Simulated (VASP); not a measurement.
```yaml
crystal:
  lattice:
    - [1.81365, -3.14133, 0.00000]
    - [1.81365, 3.14133, 0.00000]
    - [0.00000, 0.00000, 5.64863]
  atoms:
    - { symbol: Tb, position: [0.33333, 0.66667, 0.25000] }
    - { symbol: Tb, position: [0.66667, 0.33333, 0.75000] }
```

All values below come from PW91 GGA, VASP's PBE PAW potentials (set 64) (plane waves; VASP). Settings: 520 eV cut-off, 13×13×7 Γ-centred mesh, tetrahedra with Blöchl corrections, potentials Tb_3.

The 4f electrons are frozen in the core of the lanthanide potential, so 4f levels, which can set the real gap, and their magnetism are missing.

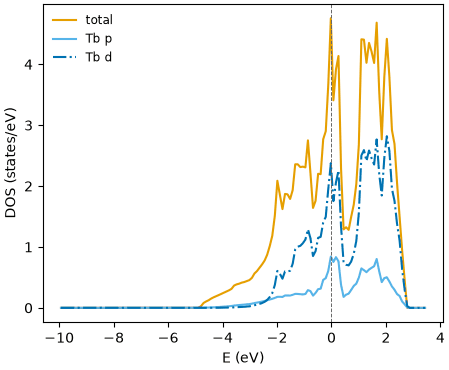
Figure: Total and projected density of states, zero at the Fermi level

Within 2 eV below the Fermi level the largest weight inside VASP's projection spheres is Tb d, then Tb p.

It has no gap at this level: it comes out as a metal or semimetal.

The compound is Tb in the hcp structure. It was relaxed first.
